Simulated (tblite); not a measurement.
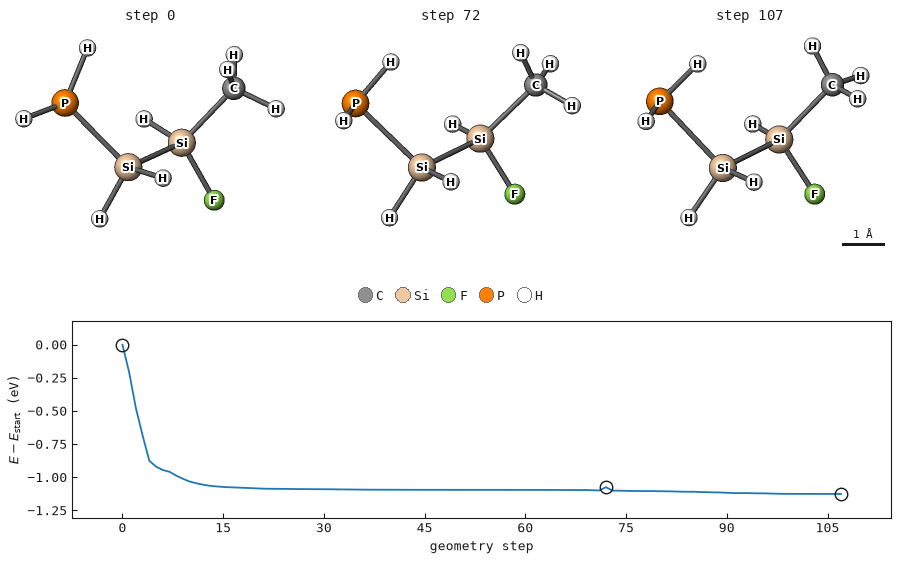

Frames of a relaxation of CH8FPSi2, marked on the history of the run. The picture is a ball-and-stick view, seen at a tilt.

Level of theory: tblite, GFN2-xTB geometry optimisation, gas phase. 

What happens along the run?

The energy falls by 1.126 eV in 107 geometry steps. The atom that moves furthest after the best rigid fit is an H atom (1.00 Å). Largest moves by element: H 1.00 Å, Si 0.15 Å, F 0.15 Å, P 0.13 Å, C 0.10 Å. Near-neighbour distances that change, for instance: Si–Si 2.227 → 2.316 Å, H–P 1.436 → 1.379 Å, P–Si 2.195 → 2.245 Å, F–Si 1.666 → 1.622 Å. Among the angles between lasting bonds that change: H–P–H 114.4° → 92.3°, Si–P–H 114.0° → 95.0°, Si–Si–H 106.3° → 118.2°. Groups turn about C–Si by about 50°. The run took 0.67 s on 1 thread of Intel(R) Xeon(R) Platinum 8488C (shared host). From step 0 to 72: H atoms move most (0.56 Å), energy −1.075 eV. From step 72 to 107: an H atom moves most (0.55 Å), energy −0.051 eV.

```json
{"step": "0", "E − E(0), eV": "0.0000"}
{"step": "1", "E − E(0), eV": "-0.2102"}
{"step": "2", "E − E(0), eV": "-0.4792"}
{"step": "3", "E − E(0), eV": "-0.6853"}
{"step": "4", "E − E(0), eV": "-0.8754"}
{"step": "5", "E − E(0), eV": "-0.9199"}
{"step": "6", "E − E(0), eV": "-0.9452"}
{"step": "7", "E − E(0), eV": "-0.9587"}
{"step": "8", "E − E(0), eV": "-0.9877"}
{"step": "9", "E − E(0), eV": "-1.0114"}
{"step": "10", "E − E(0), eV": "-1.0324"}
{"step": "15", "E − E(0), eV": "-1.0729"}
{"step": "20", "E − E(0), eV": "-1.0839"}
{"step": "25", "E − E(0), eV": "-1.0882"}
{"step": "30", "E − E(0), eV": "-1.0902"}
{"step": "36", "E − E(0), eV": "-1.0934"}
{"step": "41", "E − E(0), eV": "-1.0943"}
{"step": "46", "E − E(0), eV": "-1.0948"}
{"step": "51", "E − E(0), eV": "-1.0949"}
{"step": "56", "E − E(0), eV": "-1.0950"}
{"step": "61", "E − E(0), eV": "-1.0952"}
{"step": "66", "E − E(0), eV": "-1.0961"}
{"step": "71", "E − E(0), eV": "-1.0997"}
{"step": "76", "E − E(0), eV": "-1.1034"}
{"step": "81", "E − E(0), eV": "-1.1060"}
{"step": "87", "E − E(0), eV": "-1.1122"}
{"step": "92", "E − E(0), eV": "-1.1199"}
{"step": "97", "E − E(0), eV": "-1.1235"}
{"step": "102", "E − E(0), eV": "-1.1255"}
{"step": "107", "E − E(0), eV": "-1.1258"}
```
